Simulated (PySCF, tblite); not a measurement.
# C₄H₁₃BF₂N₂Si: geometry, infrared bands, NMR shifts and electronic excitations, part 2 of 2

tblite 0.8.0 and PySCF 2.14.0. Atoms count from 0. The steps go on from the part before.

## (5) NMR shieldings: PBE0/pcSseg-1

The job: settings as JSON, then the geometry in Å.

```
{"job": {"kind": "nmr", "xc": "PBE0", "basis": "pcSseg-1"}, "charge": 0, "multiplicity": 1}
C     -2.272638     0.043043     0.883279
N     -1.741978     0.010064    -0.455291
C     -2.688552    -0.375403    -1.467976
Si    -0.185309     0.681628    -0.803617
N      0.967598     0.028969     0.315760
C      1.095610    -1.396520     0.488840
C      2.036756     0.804413     0.902945
B      3.439616     0.673517     0.206168
F      3.569340     0.178176    -1.010280
F      4.543880     1.097418     0.798456
H     -1.472701     0.279055     1.601343
H     -2.696180    -0.938121     1.170484
H     -3.076875     0.796304     1.005350
H     -3.115835    -1.374385    -1.256335
H     -3.538706     0.331163    -1.549554
H     -2.201283    -0.423501    -2.453190
H      0.032831     0.354847    -2.249470
H     -0.035960     2.164000    -0.614489
H      1.140499    -1.667185     1.561219
H      0.219631    -1.905787     0.059711
H      2.000951    -1.809901     0.001415
H      1.783561     1.881883     0.860500
H      2.138719     0.590995     1.986768
```

With the program's defaults for keys left out, this is: GIAO PBE0/pcSseg-1 NMR shielding, non-relativistic, gas phase.

What it wrote:

```text
coarse grid: 19416 points
cycle   1  E = -783.0500015942  dE =  9.524e-01  |g| = 7.031e-01  |ddm| = 4.132e+00
cycle   2  E = -782.9826861412  dE =  6.732e-02  |g| = 9.727e-01  |ddm| = 1.151e+00
cycle   3  E = -783.1406523491  dE = -1.580e-01  |g| = 6.683e-02  |ddm| = 6.882e-01
cycle   4  E = -783.1413255190  dE = -6.732e-04  |g| = 3.405e-02  |ddm| = 6.789e-02
cycle   5  E = -783.1415574286  dE = -2.319e-04  |g| = 7.726e-03  |ddm| = 2.787e-02
cycle   6  E = -783.1415664680  dE = -9.039e-06  |g| = 2.980e-03  |ddm| = 7.850e-03
final grid: 183000 points
cycle   7  E = -783.2054639707  dE = -6.962e-05  |g| = 8.412e-03  |ddm| = 2.856e-02
cycle   8  E = -783.2054556802  dE =  8.291e-06  |g| = 1.046e-02  |ddm| = 1.520e-02
cycle   9  E = -783.2054793755  dE = -2.370e-05  |g| = 1.216e-03  |ddm| = 9.009e-03
cycle  10  E = -783.2054796668  dE = -2.913e-07  |g| = 2.930e-04  |ddm| = 1.136e-03
cycle  11  E = -783.2054796834  dE = -1.661e-08  |g| = 7.511e-05  |ddm| = 2.635e-04
cycle  12  E = -783.2054796844  dE = -9.377e-10  |g| = 3.235e-05  |ddm| = 8.313e-05
cycle  13  E = -783.2054796845  dE = -1.855e-10  |g| = 6.021e-06  |ddm| = 2.557e-05
converged SCF energy = -783.2054796845

GIAO shielding tensors (ppm)
atom      isotropic    diamagn.    paramagn.     s11        s22        s33       span
  0 C      148.132     245.781     -97.649    122.621    137.430    184.345     61.724
  1 N      237.614     331.357     -93.743    204.593    242.818    265.432     60.839
  2 C      145.218     241.046     -95.828    121.219    130.068    184.365     63.146
  3 Si     371.376     884.895    -513.518    335.976    360.600    417.553     81.578
  4 N      241.672     331.824     -90.152    205.027    250.394    269.595     64.567
  5 C      148.574     247.314     -98.740    124.109    137.016    184.596     60.487
  6 C      146.930     247.145    -100.215    124.943    131.797    184.050     59.107
  7 B       70.507     196.080    -125.573     40.664     82.048     88.810     48.146
  8 F      242.710     471.243    -228.533     50.062    293.452    384.615    334.553
  9 F      243.329     463.050    -219.721     61.829    296.255    371.902    310.074
 10 H       28.431      32.637      -4.206     22.995     29.461     32.837      9.842
 11 H       29.142      30.539      -1.397     25.090     26.594     35.742     10.653
 12 H       28.980      29.318      -0.338     24.536     26.033     36.372     11.836
 13 H       28.874      28.354       0.520     24.102     26.609     35.911     11.809
 14 H       28.889      27.079       1.810     24.023     26.320     36.323     12.300
 15 H       28.323      29.339      -1.016     23.743     27.039     34.188     10.445
 16 H       26.521      32.953      -6.432     22.366     26.147     31.049      8.684
 17 H       26.685      32.969      -6.284     22.747     26.195     31.112      8.366
 18 H       29.233      31.460      -2.227     25.220     26.464     36.016     10.796
 19 H       28.424      32.972      -4.549     23.096     28.832     33.343     10.247
 20 H       28.922      30.934      -2.013     23.823     27.561     35.380     11.557
 21 H       28.396      30.736      -2.340     23.565     28.254     33.369      9.804
 22 H       28.876      29.786      -0.909     23.351     28.144     35.134     11.783
```

It took 2.1 min on 1 thread of Arm Neoverse N1, shared host; peak memory 1.3 GiB.

The references, computed at this level on geometries of the same kind, shield at (ppm): ¹H TMS 31.27, ¹³C TMS 184.4, ²⁹Si TMS 352.0, ¹⁹F CFCl3 177.2, ¹⁵N NH3 265.7, ¹¹B BF3·OEt2 100.7. Their shielding less the atom's gives the shift. The references are single molecules in the gas phase, so shifts against H2O, NH3, PH3, H3PO4 or CFCl3 are not on the usual liquid scales and can be off by tens of ppm. Atoms listed in one row are averaged.

| atoms | environment | σ (ppm) | δ (ppm) | δ scaled to CDCl3 |
| --- | --- | --- | --- | --- |
| C0, C2 | methyl carbon bonded to N | 146.7 | 37.7 | 36.1 |
| C6 | sp3 CH2 bonded to B and N | 146.9 | 37.5 | 35.9 |
| C5 | methyl carbon bonded to N | 148.6 | 35.8 | 34.3 |
| H16, H17 | hydrogen on a silicon bonded to 2 N | 26.60 | 4.66 | – |
| H21, H22 | hydrogen on an sp3 CH2 bonded to B and N | 28.64 | 2.63 | 2.71 |
| H10, H11, H12, H13, H14, H15 | hydrogen on a methyl carbon bonded to N | 28.77 | 2.49 | 2.58 |
| H18, H19, H20 | hydrogen on a methyl carbon bonded to N | 28.86 | 2.41 | 2.50 |
| N1 | nitrogen bonded to 2 C, Si | 237.6 | 28.1 | – |
| N4 | nitrogen bonded to 2 C, Si | 241.7 | 24.0 | – |
| Si3 | silicon bonded to 2 N, 2 H | 371.4 | -19.4 | – |
| B7 | boron bonded to C, 2 F | 70.5 | 30.2 | – |
| F8, F9 | fluorine bonded to B | 243.0 | -65.8 | – |

The scaled column applies a straight-line fit of computed shieldings to shifts measured in CDCl3, and one for carbons that bear F (root-mean-square error 0.21 ppm for H, 2.0 ppm for C).

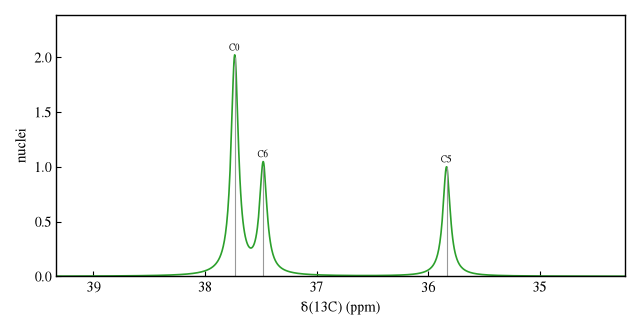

¹³C lines at the computed shifts, without couplings. Lines are broadened to a width of 0.08 ppm (Lorentzian).

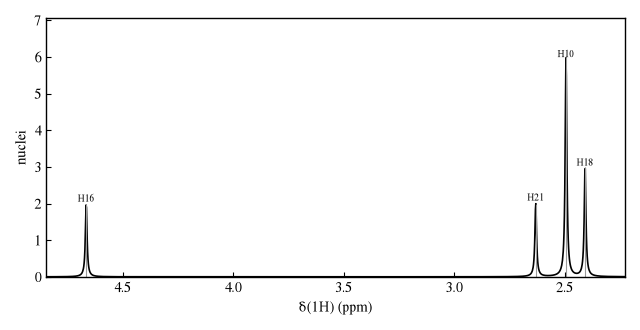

¹H lines at the computed shifts, without couplings. Lines are broadened to a width of 0.01 ppm (Lorentzian).

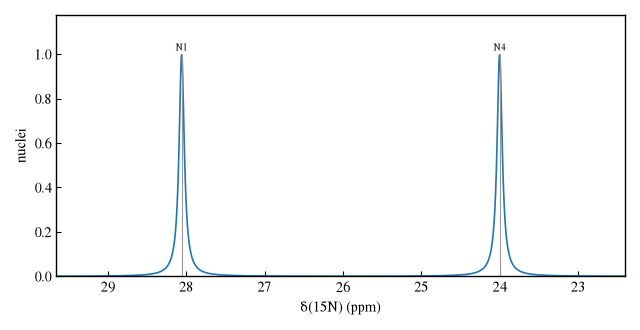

¹⁵N lines at the computed shifts, without couplings. Lines are broadened to a width of 0.08 ppm (Lorentzian).

Charges from the same density, by scheme (e):

| atoms | Mulliken | IAO | Hirshfeld | ESP fit |
| --- | --- | --- | --- | --- |
| C0, C2 | -0.07 | -0.29 | -0.07 | -0.29 |
| N1 | -0.80 | -0.50 | -0.17 | -0.07 |
| Si3 | 0.90 | 0.96 | 0.38 | 0.36 |
| N4 | -0.80 | -0.50 | -0.17 | 0.00 |
| C5 | -0.08 | -0.29 | -0.07 | -0.39 |
| C6 | -0.23 | -0.34 | -0.10 | -0.46 |
| B7 | 0.74 | 0.73 | 0.31 | 0.84 |
| F8, F9 | -0.29 | -0.31 | -0.14 | -0.33 |

Mulliken charges:

C0 -0.08; N1 -0.80; C2 -0.07; Si3 0.90; N4 -0.80; C5 -0.08; C6 -0.23; B7 0.74; F8 -0.29; F9 -0.29; H10 0.12; H11 0.10; H12 0.11; H13 0.10; H14 0.10; H15 0.12; H16 -0.13; H17 -0.14; H18 0.10; H19 0.12; H20 0.11; H21 0.15; H22 0.13

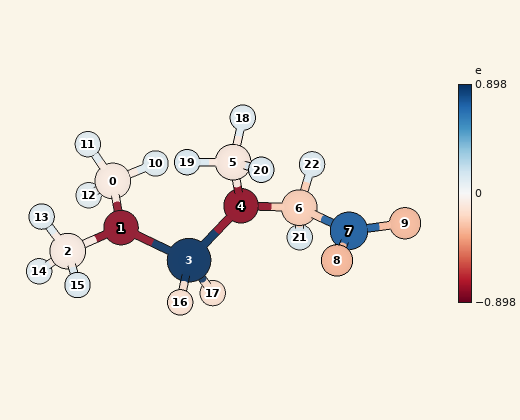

Mulliken charges, as colours on the atoms.

Mayer bond orders: C0–N1 0.95, N1–C2 0.97, N1–Si3 0.97, Si3–N4 0.94, N4–C5 0.95, N4–C6 0.94, C6–B7 0.98, B7–F8 1.12, B7–F9 1.12.

Orbitals, density, ELF and potential are computed afterwards from the orbital file.

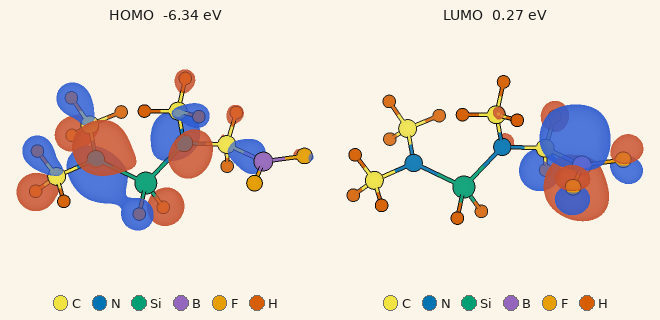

Frontier orbitals at PBE0/pcSseg-1; each surface holds 70 % of the orbital's density, blue and red mark the sign.

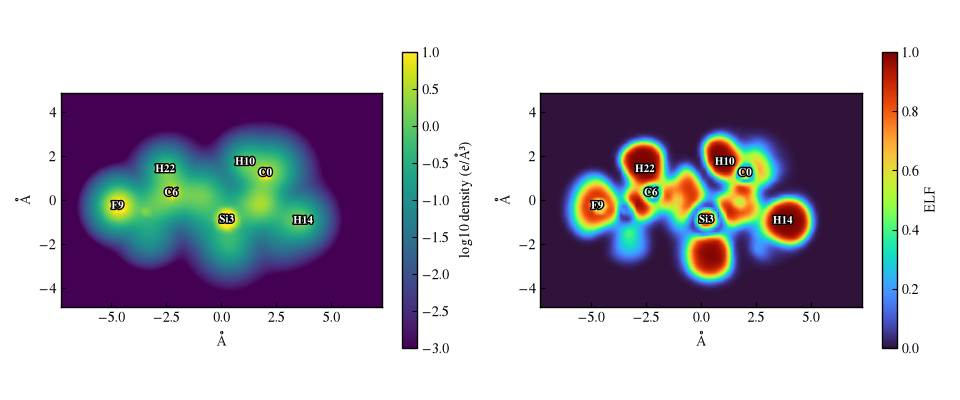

Density (left) and ELF (right) in a plane through or near 7 of the atoms.

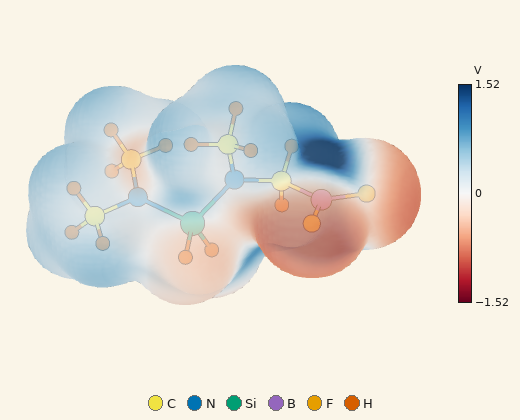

The potential that a unit positive charge feels on the 0.002 e/bohr³ surface, from -0.77 V near F8 to 1.52 V near B7.

## (6) TDDFT and polarisability: CAM-B3LYP/def2-SVPD

Settings changed since step 5:

```diff
@@ -1,2 +1,2 @@
-{"job": {"kind": "nmr", "xc": "PBE0", "basis": "pcSseg-1"}, "charge": 0, "multiplicity": 1}
+{"job": {"kind": "uv", "xc": "CAM-B3LYP", "basis": "def2-SVPD", "ip": true}, "charge": 0, "multiplicity": 1}
 C     -2.272638     0.043043     0.883279
```

Level: TDDFT CAM-B3LYP/def2-SVPD, vertical, gas phase, core orbitals frozen in the response.

What it wrote:

```text
coarse grid: 19416 points
cycle   1  E = -783.1040874695  dE =  1.088e+00  |g| = 6.949e-01  |ddm| = 8.612e+00
cycle   2  E = -783.0872636653  dE =  1.682e-02  |g| = 8.284e-01  |ddm| = 1.659e+00
cycle   3  E = -783.2003533276  dE = -1.131e-01  |g| = 4.696e-02  |ddm| = 7.598e-01
cycle   4  E = -783.2008005680  dE = -4.472e-04  |g| = 2.032e-02  |ddm| = 1.184e-01
cycle   5  E = -783.2008903435  dE = -8.978e-05  |g| = 6.454e-03  |ddm| = 4.387e-02
cycle   6  E = -783.2008994542  dE = -9.111e-06  |g| = 1.787e-03  |ddm| = 1.082e-02
final grid: 183000 points
cycle   7  E = -783.3086863637  dE = -6.245e-05  |g| = 4.627e-03  |ddm| = 1.393e-01
cycle   8  E = -783.3086862671  dE =  9.662e-08  |g| = 4.828e-03  |ddm| = 2.084e-02
cycle   9  E = -783.3086914317  dE = -5.165e-06  |g| = 5.934e-04  |ddm| = 6.537e-03
cycle  10  E = -783.3086914946  dE = -6.294e-08  |g| = 2.392e-04  |ddm| = 1.174e-03
cycle  11  E = -783.3086915080  dE = -1.342e-08  |g| = 3.886e-05  |ddm| = 5.515e-04
cycle  12  E = -783.3086915084  dE = -3.738e-10  |g| = 1.537e-05  |ddm| = 9.406e-05
converged SCF energy = -783.3086915084

Static polarisability (au): isotropic 105.143, principal 94.493 98.664 122.270

Singlet excitations
state   eV       nm        f      main configurations
  1   5.6909    217.9   0.00292   H-1->L+1 0.30, H->L+1 0.23, H-1->L+2 0.16
  2   5.9508    208.3   0.01850   H->L+2 0.31, H->L 0.27, H-1->L+1 0.21
  3   5.9829    207.2   0.00756   H-1->L 0.43, H->L+1 0.21, H-1->L+2 0.10
  4   6.4987    190.8   0.02726   H->L+2 0.18, H-1->L+3 0.15, H->L 0.12
  5   6.5512    189.3   0.06905   H-1->L+2 0.31, H->L+3 0.26, H->L+1 0.09
  6   6.7660    183.2   0.01807   H->L 0.18, H-1->L+1 0.16, H->L+1 0.10
  7   6.9089    179.5   0.02294   H-1->L+3 0.25, H-1->L+5 0.15, H-1->L+7 0.09
  8   7.0788    175.1   0.01362   H->L+3 0.21, H->L+5 0.16, H->L+4 0.12
  9   7.0850    175.0   0.01700   H->L+4 0.47, H-1->L+4 0.30
 10   7.1797    172.7   0.04220   H-1->L+4 0.23, H-1->L+5 0.18, H->L+5 0.13

Triplet excitations (Tamm-Dancoff, eV): 5.3713 5.8239 5.8345 6.1913
Vertical ionisation energy (delta-SCF) = 8.3023 eV
```

Run time: 13 min. Hardware: 1 thread of Arm Neoverse N1, shared host; peak memory 1.7 GiB.

Frontier orbitals and where they lie:

| orbital | eV | atoms |
| --- | --- | --- |
| HOMO−3 | -11.29 | Si3 19 %, N1 15 %, C0 10 % |
| HOMO−2 | -10.75 | Si3 34 %, H16 22 %, H17 20 % |
| HOMO−1 | -7.88 | N4 36 %, N1 19 %, Si3 6 % |
| HOMO | -7.73 | N1 36 %, N4 18 %, Si3 7 % |
| LUMO | 0.87 | B7 45 %, Si3 6 %, F9 6 % |
| LUMO+1 | 1.22 | B7 26 %, F8 10 %, C6 9 % |
| LUMO+2 | 1.33 | B7 18 %, C2 10 %, Si3 9 % |

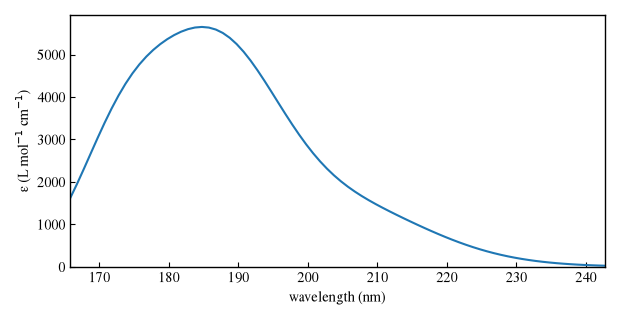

Absorption spectrum: each of the 10 states is a Gaussian band of 0.4 eV half-width at 1/e. Beyond the last state computed it falls off for lack of states.

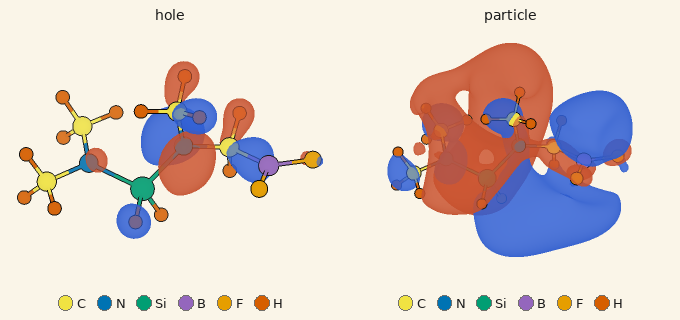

Leading natural transition orbitals of singlet state 5: the electron leaves the hole (left) for the particle orbital (right).

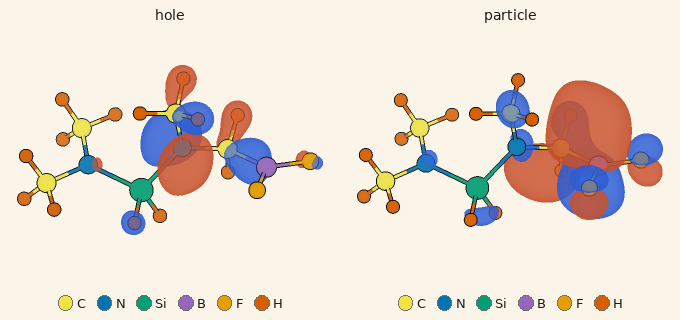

Leading natural transition orbitals of singlet state 1: the electron leaves the hole (left) for the particle orbital (right).

Ground-state properties from the same run:

| property | computed |
| --- | --- |
| dipole moment (D) | 2.10 |
| polarisability (Å³) | 15.58 |
| HOMO–LUMO gap (eV) | 8.61 |
| −ε(HOMO) (eV) | 7.73 |

## (7) Shielding tensors: HF/pcSseg-1

Settings changed since step 6:

```diff
@@ -1,2 +1,2 @@
-{"job": {"kind": "uv", "xc": "CAM-B3LYP", "basis": "def2-SVPD", "ip": true}, "charge": 0, "multiplicity": 1}
+{"job": {"kind": "nmr", "xc": "HF", "basis": "pcSseg-1", "pop": false}, "charge": 0, "multiplicity": 1}
 C     -2.272638     0.043043     0.883279
```

Method: GIAO HF/pcSseg-1 NMR shielding, non-relativistic, gas phase.

What it wrote:

```text
final grid: 183000 points
cycle   1  E = -780.3512992260  dE =  1.623e+00  |g| = 7.473e-01  |ddm| = 4.033e+00
cycle   2  E = -780.4760682198  dE = -1.248e-01  |g| = 3.725e-01  |ddm| = 7.307e-01
cycle   3  E = -780.4983001165  dE = -2.223e-02  |g| = 8.402e-02  |ddm| = 2.182e-01
cycle   4  E = -780.5002468339  dE = -1.947e-03  |g| = 1.426e-02  |ddm| = 1.015e-01
cycle   5  E = -780.5003120320  dE = -6.520e-05  |g| = 3.343e-03  |ddm| = 2.082e-02
cycle   6  E = -780.5003167523  dE = -4.720e-06  |g| = 1.053e-03  |ddm| = 6.353e-03
cycle   7  E = -780.5003171962  dE = -4.438e-07  |g| = 3.198e-04  |ddm| = 1.852e-03
cycle   8  E = -780.5003172398  dE = -4.364e-08  |g| = 1.134e-04  |ddm| = 5.935e-04
cycle   9  E = -780.5003172448  dE = -4.952e-09  |g| = 2.965e-05  |ddm| = 1.913e-04
cycle  10  E = -780.5003172452  dE = -4.156e-10  |g| = 6.244e-06  |ddm| = 6.108e-05
converged SCF energy = -780.5003172452

GIAO shielding tensors (ppm)
atom      isotropic    diamagn.    paramagn.     s11        s22        s33       span
  0 C      157.838     242.130     -84.291    137.023    147.317    189.174     52.152
  1 N      261.386     333.669     -72.283    229.432    265.641    289.085     59.653
  2 C      155.421     237.130     -81.709    135.842    141.053    189.368     53.526
  3 Si     415.351     880.519    -465.168    384.729    405.291    456.032     71.303
  4 N      266.141     333.991     -67.850    230.395    273.033    294.995     64.600
  5 C      158.415     243.481     -85.066    138.235    147.192    189.818     51.584
  6 C      159.057     242.445     -83.387    139.479    145.114    192.578     53.099
  7 B       84.500     193.999    -109.499     53.392     92.779    107.330     53.938
  8 F      292.704     470.392    -177.687    122.793    347.039    408.281    285.488
  9 F      292.316     463.840    -171.524    132.193    348.028    396.728    264.535
 10 H       29.060      31.947      -2.887     23.110     30.173     33.898     10.788
 11 H       29.633      30.735      -1.101     25.567     26.696     36.637     11.070
 12 H       29.515      29.900      -0.385     24.877     26.417     37.252     12.375
 13 H       29.416      28.443       0.973     24.513     26.972     36.763     12.250
 14 H       29.457      27.558       1.900     24.458     26.672     37.242     12.784
 15 H       28.921      28.906       0.015     23.793     27.715     35.255     11.462
 16 H       27.541      33.067      -5.526     23.202     27.241     32.181      8.979
 17 H       27.721      33.068      -5.347     23.567     27.279     32.318      8.751
 18 H       29.736      31.474      -1.738     25.721     26.550     36.937     11.216
 19 H       29.017      32.417      -3.399     23.176     29.372     34.504     11.329
 20 H       29.507      31.192      -1.685     24.067     28.202     36.252     12.185
 21 H       29.169      30.125      -0.957     23.767     28.973     34.766     10.999
 22 H       29.535      29.463       0.072     23.806     28.556     36.244     12.438
```

Wall time 55 s (1 thread of Arm Neoverse N1, shared host); peak memory 1.2 GiB.

In short: δ C0 34.2, C5 32.4, C6 31.8, N1 4.3, H16 4.05, H10 2.35 ppm (means over like atoms).

## (8) Comparing the runs: NMR shifts

Shifts (ppm) of some atoms, chosen among heavy atoms and hydrogens apart, means over like atoms, with basis size and wall time:

| run | C0 | C6 | H16 | H21 | N1 | N4 | F8 | functions | time |
| --- | --- | --- | --- | --- | --- | --- | --- | --- | --- |
| PBE0/pcSseg-1 | 37.7 | 37.5 | 4.66 | 2.63 | 28.1 | 24.0 | -65.8 | 242 | 2.1 min |
| HF/pcSseg-1 | 34.2 | 31.8 | 4.05 | 2.33 | 4.3 | -0.4 | -46.2 | 242 | 55 s |

## (9) Summary of results

The summary covers parts 1 to 2.

| quantity | value |
| --- | --- |
| strongest single infrared mode (GFN2-xTB) | 2147 cm⁻¹, 399 km/mol |
| zero-point energy (GFN2-xTB) | 111.3 kcal/mol |
| point group | C1 |
| rotational constants (main isotopes) | 2.67, 0.47, 0.46 GHz |
| ¹³C shifts against TMS (PBE0/pcSseg-1, means over atoms taken as alike) | 37.7, 37.5, 35.8 ppm |
| ¹H shifts against TMS (PBE0/pcSseg-1, means over atoms taken as alike) | 4.66, 2.63, 2.49, 2.41 ppm |
| ¹⁵N shifts against NH3 (PBE0/pcSseg-1) | 28.1, 24.0 ppm |
| ²⁹Si shifts against TMS (PBE0/pcSseg-1) | -19.4 ppm |
| ¹¹B shifts against BF3·OEt2 (PBE0/pcSseg-1) | 30.2 ppm |
| ¹⁹F shifts against CFCl3 (PBE0/pcSseg-1, means over atoms taken as alike) | -65.8 ppm |
| surface potential, least and greatest | -0.77 V and 1.52 V |
| lowest singlet (CAM-B3LYP/def2-SVPD) | 5.69 eV (218 nm), f = 0.003 |
| brightest single state of those computed | state 5, 6.55 eV, f = 0.069 |
| lowest triplet | 5.37 eV |
| vertical ionisation energy (ΔSCF) | 8.30 eV |
| range of the shift of N4 | -0.4 to 24.0 ppm |

What this shows: Over 262 steps the energy fell by 1.726 eV; of the close pairs, B7–F8 changed most, 1.454 to 1.316 Å (GFN2-xTB). All 63 modes are real, so the xTB geometry is a minimum. The strongest single mode, at 2147 cm⁻¹, moves mainly H17. Unscaled tight-binding wavenumbers are off by several per cent, some by more. Its intensities can rank the bands wrongly. The optimisation took 10 steps and gained 0.366 eV; among the close pairs (by a distance rule), C0–H12 changed most, from 1.154 to 1.109 Å (PBE0/def2-SVP). At PBE0/pcSseg-1: The widest tensor belongs to F8, F9: span 322 ppm, with a paramagnetic part of -224 ppm. The first singlet state (HOMO−1→LUMO+1 0.30, HOMO→LUMO+1 0.23) lies at 5.69 eV and is weak; of the 10 states computed, the strongest absorption comes from state 5 at 6.55 eV (the last state computed is bright too, and its partners may lie past the list). The lowest triplet lies 0.32 eV below the lowest singlet (triplets in Tamm-Dancoff, singlets in full TDDFT). ΔSCF puts the ionisation energy at 8.30 eV, 0.57 eV above −ε(HOMO). Across the 2 runs the shift of N4 moves most, between -0.4 (HF/pcSseg-1) and 24.0 ppm (PBE0/pcSseg-1).
